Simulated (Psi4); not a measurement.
# Frequency calculation of LiBr (part 1 of 3)

LiBr, SMILES [Li][Br], computed with r2SCAN-3c/def2-mTZVPP, RKS (Psi4 1.11).

The geometry was optimised with r2SCAN-3c/def2-mTZVPP.

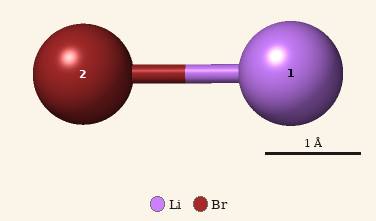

*The structure as given in the input (ball-and-stick view, seen on its broad side; atoms are numbered from 1 in the order of the input). Sticks mark near contacts.*

### The input (job.inp)
```
memory 1.6 GB

molecule {
  0 1
  Li
  Br 1 r2

  r2 = 2.193274
}

set {
  t                          298.15
  rotational_symmetry_number 1
}

E = frequency('r2scan-3c')
print_variables()
```

Launched with:
```bash
psi4 -i job.inp -o job.out -n 1
```

### Log
```
Psi4 1.11 release

         ----------------------------------------------------------
                                   FINDIF
         ----------------------------------------------------------

  Using finite-differences of gradients to determine vibrational frequencies and
  normal modes. Resulting frequencies are only valid at stationary points.
    Generating geometries for use with 3-point formula.
    Displacement size will be 5.00e-03.
    Number of atoms is 2.
    Number of irreps is 4.
    Number of SALCs is 3.
    Translations projected? 1. Rotations projected? 0.
    Index of SALCs per irrep:
      1 :  0
      2 :
      3 :  1
      4 :  2
    Number of SALCs per irrep:
      Irrep 1: 1
      Irrep 2: 0
      Irrep 3: 1
      Irrep 4: 1
    Number of geometries (including reference) is 5.
    Number of displacements per irrep:
      Irrep 1: 2
      Irrep 2: 0
      Irrep 3: 1
      Irrep 4: 1
 5 displacements needed ...

  //>>>>>>>>>>>>>>>>>>>>>>>>>>>>>>>>>>>//
  //    FiniteDifference Computations  //
  //<<<<<<<<<<<<<<<<<<<<<<<<<<<<<<<<<<<//

    -----------------------------------------------------------------------
                               Psi4 1.11 release

    h
    h
    h

    -----------------------------------------------------------------------

    Memory:     1.5 GiB
    Threads:    1
                ecpint, einsums, f̶o̶r̶t̶e̶, gauxc, gcp, g̶d̶m̶a̶, geometric, g̶p̶u̶_̶d̶f̶c̶c̶,
                i̶n̶t̶e̶g̶r̶a̶t̶o̶r̶x̶x̶, i̶p̶i̶, libefp, m̶d̶i̶, m̶p̶2̶d̶, m̶r̶c̶c̶, ooo,
                o̶p̶e̶n̶f̶e̶r̶m̶i̶o̶n̶p̶s̶i̶4̶, pcmsolver, p̶s̶i̶4̶f̶o̶c̶k̶c̶i̶, p̶s̶i̶x̶a̶s̶,
                p̶y̶e̶i̶n̶s̶u̶m̶s̶, r̶e̶s̶p̶, s̶i̶m̶i̶n̶t̶, s̶n̶s̶m̶p̶2̶,
                v̶2̶r̶d̶m̶_̶c̶a̶s̶s̶c̶f̶

gradient() will perform analytic gradient computation.

   => Loading Basis Set <=

    Name: DEF2-MTZVPP
    Role: ORBITAL
    Keyword: BASIS

   => R2SCAN3C: Empirical Dispersion <=

        a1 =       0.420000
        a2 =       5.650000
       alp =      16.000000
        s6 =       1.000000
        s8 =       0.000000
        s9 =       2.000000
        ga =       2.000000
        gc =       1.000000
        wf =       6.000000

         ---------------------------------------------------------
                                   SCF
                              RKS Reference
                        1 Threads,   1525 MiB Core
         ---------------------------------------------------------

  ==> Geometry <==

    Molecular point group: c2v
    Full point group: C_inf_v

    Geometry (in Bohr), charge = 0, multiplicity = 1:

       Center              X                  Y                   Z               Mass
    ------------   -----------------  -----------------  -----------------  -----------------
         LI           0.000000000000     0.000000000000    -3.806299298058     7.016003436600
         BR           0.000000000000     0.000000000000     0.338387880029    78.918337600000

  Running in c2v symmetry.

  Rotational constants: A = ************  B =      0.54389  C =      0.54389 [cm^-1]
  Rotational constants: A = ************  B =  16305.36212  C =  16305.36212 [MHz]
  Nuclear repulsion =   25.333636891856646

  Charge       = 0
  Multiplicity = 1
  Electrons    = 38
  Nalpha       = 19
  Nbeta        = 19

  ==> Algorithm <==

  SCF Algorithm Type is DF.
  DIIS enabled.
  MOM disabled.
  Fractional occupation disabled.
  Guess Type is SAD.
  Energy threshold   = 1.00e-08
  Density threshold  = 1.00e-08
  Integral threshold = 1.00e-12

  ==> Primary Basis <==

  Basis Set: DEF2-MTZVPP
    Blend: DEF2-MTZVPP
    Number of shells: 21
    Number of basis functions: 47
    Number of Cartesian functions: 50
    Spherical Harmonics?: true
    Max angular momentum: 2

  ==> DFT Potential <==

   => LibXC <=

    Version 7.1.2

   => Composite Functional: R2SCAN3C <=

    Deriv               =              1
    GGA                 =           TRUE
    Meta                =           TRUE

    Exchange Hybrid     =          FALSE
    MP2 Hybrid          =          FALSE

   => Exchange Functionals <=

    1.0000   XC_MGGA_X_R2SCAN

   => Correlation Functionals <=

    1.0000   XC_MGGA_C_R2SCAN

   => LibXC Density Thresholds  <==

    XC_MGGA_C_R2SCAN:  1.00E-15
    XC_MGGA_X_R2SCAN:  1.00E-11

   => Molecular Quadrature <=

    Radial Scheme          =       TREUTLER
    Pruning Scheme         =           NONE
    Nuclear Scheme         =       TREUTLER

    Blocking Scheme        =         OCTREE
    BS radius alpha        =              1
    Pruning alpha          =              1
    Radial Points          =             75
    Spherical Points       =            302
    Total Points           =          43501
    Total Blocks           =            427
    Max Points             =            256
    Max Functions          =             46
    Weights Tolerance      =       1.00E-15

   => Loading Basis Set <=

    Name: (DEF2-MTZVPP AUX)
    Role: JKFIT
    Keyword: DF_BASIS_SCF

  ==> Integral Setup <==

  DFHelper Memory: AOs need 0.006 GiB; user supplied 1.010 GiB.
  SCF_SUBTYPE=INCORE selected. In-core MEM_DF algorithm will be used.
  Using in-core AOs.

  ==> MemDFJK: Density-Fitted J/K Matrices <==

    J tasked:                   Yes
    K tasked:                    No
    wK tasked:                   No
    Memory [MiB]:              1034
    Algorithm:                 Core
    Schwarz Cutoff:           1E-12
    Mask sparsity (%):       0.9959
    Fitting Condition:        1E-10

   => Auxiliary Basis Set <=

  Basis Set: (DEF2-MTZVPP AUX)
    Blend: DEF2-UNIVERSAL-JKFIT
    Number of shells: 77
    Number of basis functions: 317
    Number of Cartesian functions: 431
    Spherical Harmonics?: true
    Max angular momentum: 5

  Cached 100.0% of DFT collocation blocks in 0.108 [GiB].

  Minimum eigenvalue in the overlap matrix is 1.8308181268E-02.
  Reciprocal condition number of the overlap matrix is 5.0668455956E-03.
    Using symmetric orthogonalization.

  ==> Pre-Iterations <==

  SCF Guess: Superposition of Atomic Densities via on-the-fly atomic UHF (no occupation information).

   -------------------------
    Irrep   Nso     Nmo
   -------------------------
     A1        24      24
     A2         3       3
     B1        10      10
     B2        10      10
   -------------------------
    Total      47      47
   -------------------------

  ==> Iterations <==

                           Total Energy        Delta E     RMS |[F,P]|

   @DF-RKS iter SAD: -2580.08370856574447   -2.58008e+03   0.00000e+00
   @DF-RKS iter   1: -2581.26753334927162   -1.18382e+00   5.74078e-02 ADIIS/DIIS
   @DF-RKS iter   2: -2580.69726326450427    5.70270e-01   7.27164e-02 ADIIS/DIIS
   @DF-RKS iter   3: -2581.71759308112996   -1.02033e+00   1.13478e-02 ADIIS/DIIS
   @DF-RKS iter   4: -2581.72985504691087   -1.22620e-02   2.70028e-03 ADIIS/DIIS
   @DF-RKS iter   5: -2581.73377529548907   -3.92025e-03   4.48461e-04 ADIIS/DIIS
   @DF-RKS iter   6: -2581.73385838955755   -8.30941e-05   9.07104e-05 DIIS
   @DF-RKS iter   7: -2581.73386295871296   -4.56916e-06   6.31903e-06 DIIS
   @DF-RKS iter   8: -2581.73386297090656   -1.21936e-08   2.88805e-07 DIIS
   @DF-RKS iter   9: -2581.73386297094066   -3.41061e-11   2.08062e-08 DIIS
   @DF-RKS iter  10: -2581.73386297094294   -2.27374e-12   1.86879e-09 DIIS
  Energy and wave function converged.

  ==> Post-Iterations <==

   Electrons on quadrature grid:
      Ntotal   =   38.0000056445 ; deviation = 5.645e-06

    Orbital Energies [Eh]
    ---------------------

    Doubly Occupied:

       1A1  -482.135800     2A1   -62.214622     3A1   -55.993509
       1B2   -55.993112     1B1   -55.993112     4A1    -8.544628
       5A1    -6.343974     2B2    -6.341933     2B1    -6.341933
       6A1    -2.443207     3B1    -2.442557     3B2    -2.442557
       1A2    -2.440961     7A1    -2.440896     8A1    -1.974748
       9A1    -0.642229    10A1    -0.239360     4B2    -0.213172
       4B1    -0.213172

    Virtual:

      11A1    -0.044961     5B2     0.037755     5B1     0.037755
      12A1     0.090192    13A1     0.132860    14A1     0.310904
       6B1     0.327843     6B2     0.327843    15A1     0.408766
       7B2     0.511748     7B1     0.511748     2A2     0.527196
      16A1     0.527196     8B2     0.574507     8B1     0.574507
      17A1     0.702276    18A1     0.906666    19A1     1.399468
       9B2     1.682323     9B1     1.682323    20A1     1.765517
       3A2     2.746608    21A1     2.746836    10B1     2.765467
      10B2     2.765467    22A1     2.901758    23A1     7.243455
      24A1    14.104642

    Final Occupation by Irrep:
             A1    A2    B1    B2
    DOCC [    10,    1,    4,    4 ]
    NA   [    10,    1,    4,    4 ]
    NB   [    10,    1,    4,    4 ]

  @DF-RKS Final Energy: -2581.73386297094294

   => Energetics <=

    Nuclear Repulsion Energy =             25.3336368918566457
    One-Electron Energy =               -3645.8026309487977414
    Two-Electron Energy =                1131.9908342473590892
    DFT Exchange-Correlation Energy =     -93.2556637624169298
    Empirical Dispersion Energy =          -0.0000393989441801
    VV10 Nonlocal Energy =                  0.0000000000000000
    Total Energy =                      -2581.7338629709429370

Computation Completed

Properties will be evaluated at   0.000000,   0.000000,   0.000000 [a0]

Properties computed using the SCF density matrix

 Multipole Moments:

 ------------------------------------------------------------------------------------
     Multipole            Electronic (a.u.)      Nuclear  (a.u.)        Total (a.u.)
 ------------------------------------------------------------------------------------

 L = 1.  Multiply by 2.5417464519 to convert [e a0] to [Debye]
 Dipole X            :          0.0000000            0.0000000            0.0000000
 Dipole Y            :          0.0000000            0.0000000            0.0000000
 Dipole Z            :         -3.3410357            0.4246779           -2.9163578
 Magnitude           :                                                    2.9163578

 ------------------------------------------------------------------------------------

	total time  =          4 seconds =       0.07 minutes

         ------------------------------------------------------------
                                   SCF GRAD
         ------------------------------------------------------------

  ==> Geometry <==

    Molecular point group: c2v
    Full point group: C_inf_v

    Geometry (in Bohr), charge = 0, multiplicity = 1:

       Center              X                  Y                   Z               Mass
    ------------   -----------------  -----------------  -----------------  -----------------
         LI           0.000000000000     0.000000000000    -3.806299298058     7.016003436600
         BR           0.000000000000     0.000000000000     0.338387880029    78.918337600000

  Nuclear repulsion =   25.333636891856646

  ==> Basis Set <==

  Basis Set: DEF2-MTZVPP
    Blend: DEF2-MTZVPP
    Number of shells: 21
    Number of basis functions: 47
    Number of Cartesian functions: 50
    Spherical Harmonics?: true
    Max angular momentum: 2

  ==> DFJKGrad: Density-Fitted SCF Gradients <==

    Gradient:                    1
    J tasked:                  Yes
    K tasked:                   No
    wK tasked:                  No
    Integrals threads:           1
    Memory [MiB]:             1144
    Schwarz Cutoff:          1E-12
    Fitting Condition:       1E-10

   => Auxiliary Basis Set <=

  Basis Set: (DEF2-MTZVPP AUX)
    Blend: DEF2-UNIVERSAL-JKFIT
    Number of shells: 77
    Number of basis functions: 317
    Number of Cartesian functions: 431
    Spherical Harmonics?: true
    Max angular momentum: 5

   => Molecular Quadrature <=

    Radial Scheme          =       TREUTLER
    Pruning Scheme         =           NONE
    Nuclear Scheme         =       TREUTLER

    Blocking Scheme        =         OCTREE
    BS radius alpha        =              1
    Pruning alpha          =              1
    Radial Points          =             75
    Spherical Points       =            302
    Total Points           =          43501
    Total Blocks           =            427
    Max Points             =            256
    Max Functions          =             46
    Weights Tolerance      =       1.00E-15

  -Total Gradient:
     Atom            X                  Y                   Z
    ------   -----------------  -----------------  -----------------
       1        0.000000000000     0.000000000000    -0.000643404804
       2        0.000000000000    -0.000000000000    -0.000733700918

	total time  =          1 seconds =       0.02 minutes

    Psi4 run time: 0:00:04.38

    -----------------------------------------------------------------------
                               Psi4 1.11 release

    h
    h
    h

    -----------------------------------------------------------------------

    Memory:     1.5 GiB
    Threads:    1
                ecpint, einsums, f̶o̶r̶t̶e̶, gauxc, gcp, g̶d̶m̶a̶, geometric, g̶p̶u̶_̶d̶f̶c̶c̶,
                i̶n̶t̶e̶g̶r̶a̶t̶o̶r̶x̶x̶, i̶p̶i̶, libefp, m̶d̶i̶, m̶p̶2̶d̶, m̶r̶c̶c̶, ooo,
                o̶p̶e̶n̶f̶e̶r̶m̶i̶o̶n̶p̶s̶i̶4̶, pcmsolver, p̶s̶i̶4̶f̶o̶c̶k̶c̶i̶, p̶s̶i̶x̶a̶s̶,
                p̶y̶e̶i̶n̶s̶u̶m̶s̶, r̶e̶s̶p̶, s̶i̶m̶i̶n̶t̶, s̶n̶s̶m̶p̶2̶,
                v̶2̶r̶d̶m̶_̶c̶a̶s̶s̶c̶f̶

gradient() will perform analytic gradient computation.

  ==> Geometry <==

    Molecular point group: c2v
    Full point group: C_inf_v

    Geometry (in Bohr), charge = 0, multiplicity = 1:

       Center              X                  Y                   Z               Mass
    ------------   -----------------  -----------------  -----------------  -----------------
         LI           0.000000000000     0.000000000000    -3.808108265275     7.016003436600
         BR           0.000000000000     0.000000000000     0.338548700956    78.918337600000

  Running in c2v symmetry.

  Rotational constants: A = ************  B =      0.54337  C =      0.54337 [cm^-1]
  Rotational constants: A = ************  B =  16289.87471  C =  16289.87471 [MHz]
  Nuclear repulsion =   25.321602644027230

  Charge       = 0
  Multiplicity = 1
  Electrons    = 38
  Nalpha       = 19
  Nbeta        = 19

   => Auxiliary Basis Set <=

  Basis Set: (DEF2-MTZVPP AUX)
    Blend: DEF2-UNIVERSAL-JKFIT
    Number of shells: 77
    Number of basis functions: 317
    Number of Cartesian functions: 431
    Spherical Harmonics?: true
    Max angular momentum: 5

  Cached 100.0% of DFT collocation blocks in 0.108 [GiB].

  Minimum eigenvalue in the overlap matrix is 1.8318412115E-02.
  Reciprocal condition number of the overlap matrix is 5.0705149677E-03.
    Using symmetric orthogonalization.

  ==> Iterations <==

                           Total Energy        Delta E     RMS |[F,P]|

   @DF-RKS iter SAD: -2580.08350554747585   -2.58008e+03   0.00000e+00
   @DF-RKS iter   1: -2581.26750398982222   -1.18400e+00   5.74077e-02 ADIIS/DIIS
   @DF-RKS iter   2: -2580.69598519770034    5.71519e-01   7.27331e-02 ADIIS/DIIS
   @DF-RKS iter   3: -2581.71754742760959   -1.02156e+00   1.13682e-02 ADIIS/DIIS
   @DF-RKS iter   4: -2581.72984930467601   -1.23019e-02   2.70147e-03 ADIIS/DIIS
   @DF-RKS iter   5: -2581.73377377725183   -3.92447e-03   4.48784e-04 ADIIS/DIIS
   @DF-RKS iter   6: -2581.73385697579442   -8.31985e-05   9.08665e-05 DIIS
   @DF-RKS iter   7: -2581.73386156042579   -4.58463e-06   6.32704e-06 DIIS
   @DF-RKS iter   8: -2581.73386157264895   -1.22232e-08   2.89248e-07 DIIS
   @DF-RKS iter   9: -2581.73386157268624   -3.72893e-11   2.08272e-08 DIIS
   @DF-RKS iter  10: -2581.73386157268396    2.27374e-12   1.87284e-09 DIIS
  Energy and wave function converged.

  ==> Post-Iterations <==
```
